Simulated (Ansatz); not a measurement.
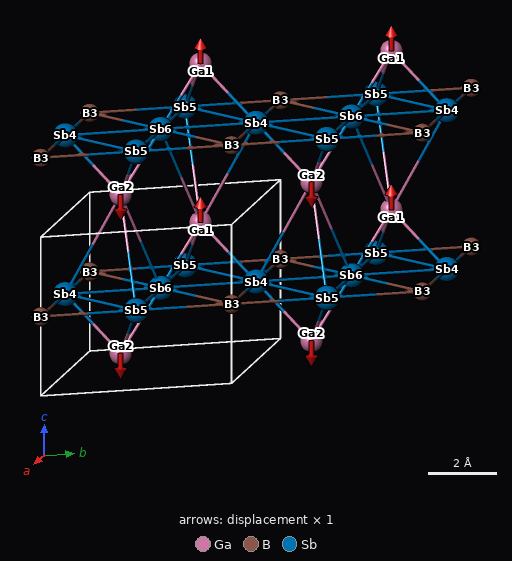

This is a relaxation of a crystal of Ga$_{2}$BSb$_{3}$ (a generated structure, set up in P-3m1) (coarse preliminary run). The starting structure is drawn; red arrows show the displacements (the part carried along by the change of the cell is left out), at their true length.

A ball-and-stick model of the cell of the calculation, repeated 1 × 2 × 2 with one cell outlined, seen slightly off an axis.

Theory: Ansatz 0.2.0, DFT PBE, scalar-relativistic, plane waves, PAW.

Input
```yaml
crystal:
  lattice:
    - [5.83067519, 0.0, 0.0]
    - [-2.91533759, 5.04951283, 0.0]
    - [0.0, 0.0, 4.80487416]
  atoms:
    - { symbol: Ga, position: [0.33333333, 0.66666667, 0.85175628] }
    - { symbol: Ga, position: [0.66666667, 0.33333333, 0.14824372] }
    - { symbol: B, position: [0.0, 0.0, 0.5] }
    - { symbol: Sb, position: [0.5, 0.0, 0.5] }
    - { symbol: Sb, position: [0.0, 0.5, 0.5] }
    - { symbol: Sb, position: [0.5, 0.5, 0.5] }
basis:
  ecutwfc: 420
kpoints:
  mp_grid: { grid: [3, 3, 4] }
hamiltonian:
  xc: pbe
scf:
  occupations: { method: gaussian, width: 0.1 }
  lower_state_search: "off"
output:
  forces: true
  stress: true
  eigenvalues: true
relax:
  adjacent_minimum: "off"
  f_tol: 0.04
  max_steps: 70
  cell: { stress_tol: 0.4 }
```

Launched with:
```bash
ansatz run input.yaml --threads 1 --pin off --max-ram 2560MiB --backend cpu --events-out ev --progress --plain --runs-dir out
```

> Atoms of which element are displaced furthest, and by how much?

Gallium: up to 0.81 Å, against 0.00 Å for antimony.

> Describe the change and its energy.

The largest moves relative to the cell, 0.81 Å, are those of Ga1 and Ga2. Ga2 goes along −c. Sb and B stay in place. The drawn cell changes as follows: a = b 5.831 → 6.000 Å (+2.9 %), c 4.805 → 5.496 Å (+14.4 %); the volume changes by +21.1 %. Among the contacts that change: Ga1–Sb4 2.385 → 3.247 Å, Ga1–Sb4 (another image) 3.540 → 3.250 Å, B3–Sb4 2.915 → 3.000 Å, Sb4–Sb5 2.915 → 3.000 Å. Bond angles that change, for instance: Sb4–Ga2–Sb5 75.3° → 55.0°, Ga1–Sb6–Sb4 127.7° → 117.5°. The space group (tolerance 0.01 Å) goes from P-3m1 (No. 164) to P6/mmm (No. 191). Over 6 accepted moves (8 points after the start) the energy falls by 780 meV per atom. The largest force component goes from 7 to 0.00086 eV/Å. Pressure: 22.97 GPa at the start and 0.07 GPa at the end. The SCF was repeated twice at an unchanged geometry on a basis and grid sized afresh for the cell, which shifted the energy by 3.1 meV per atom at most.
